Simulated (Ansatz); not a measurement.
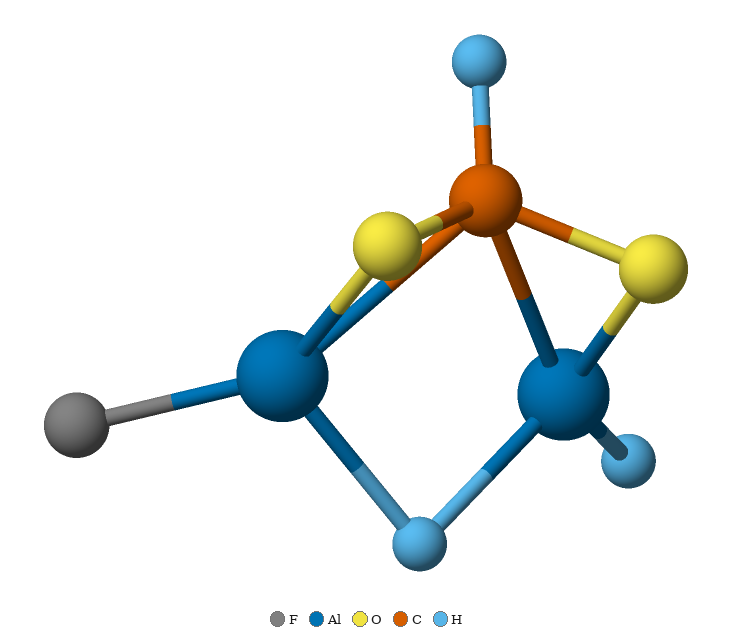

Harmonic vibrations computed with RKS PBE0-D4/def2-TZVP (Ansatz 0.2.0) at a stationary point of the same level.

### How many imaginary frequencies does it have?

A minimum: no imaginary frequency, and the lowest mode lies at 138 cm⁻¹.

### How many vibrational modes are there, and where do they lie?

21 modes: 138, 167, 205, 335, 366, 408, 526, 548, 600, 674, 709, 759, 918, 1031, 1086, 1129, 1258, 1321, 1442, 2016, 3103 cm⁻¹.
